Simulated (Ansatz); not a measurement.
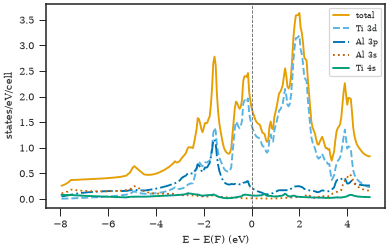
Figure. Total and projected density of states of TiAl (L1₀ or tetragonal B2, P4/mmm), the program Ansatz at the PBE level (PAW)

Which orbitals carry the states next to the Fermi level?

Within 0.5 eV of the Fermi level: Ti 3d 80 %, Al 3p 12 %. Projections are on Löwdin-orthogonalised atomic valence shells; empty p or d shells of many metals are not among them.

Where is the tallest occupied peak in this window, and what makes it?

Near -1.5 eV, about 2.8 states/eV per cell; the largest projected share is Ti 3d.

The cell was relaxed with PBE under the symmetry of its start; phonons on a q-mesh show no instability. The run is not spin-polarised.

Potentials: the later of the program's two PAW sets.
